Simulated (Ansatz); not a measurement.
# Cl2FSi: the cost of one run

Method: RKS PBE0-D4/def2-TZVP, in Ansatz 0.2.0.

**1. The starting structure**

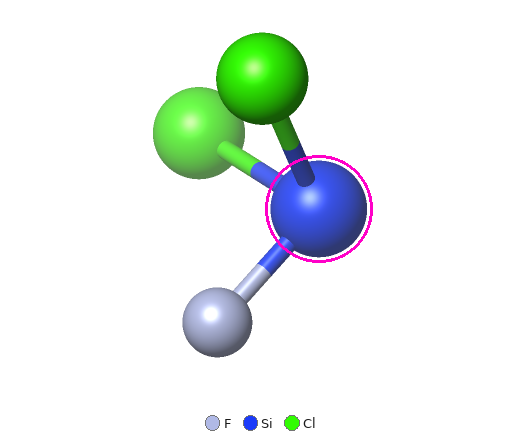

Start, viewed from a free direction; fluorine light blue, silicon blue, chlorine green. Ringed: Si2.

As a file:

```xyz
4

F     1.1535   -0.3020    0.9289
Si    0.1630   -0.6767   -0.3474
Cl   -1.7077   -0.3002    0.7558
Cl    0.3912    1.2789   -1.3373
```

**2. Relaxing end A**

input.yaml reads:

```yaml
crystal:
  periodic: [false, false, false]
  atoms:
    - { symbol: F, position_ang: [1.15351, -0.30205, 0.92887] }
    - { symbol: Si, position_ang: [0.16297, -0.67669, -0.34737] }
    - { symbol: Cl, position_ang: [-1.70772, -0.30017, 0.75579] }
    - { symbol: Cl, position_ang: [0.39124, 1.27891, -1.33729] }
total_charge: -1
basis:
  gaussian: { orbitals: def2-TZVP }
hamiltonian:
  xc: pbe0
  dispersion: d4
relax:
  f_tol: 0.015
  max_steps: 40
```

Started as:

```bash
ansatz run input.yaml --threads 2 --pin off --max-ram 3072MiB --backend cpu --events-out ev --progress --plain --runs-dir out
```

Q: Estimate wall time and peak memory on 2 threads of Arm Neoverse V1, shared host.

About 18 s, with a peak of 0.32 GiB.
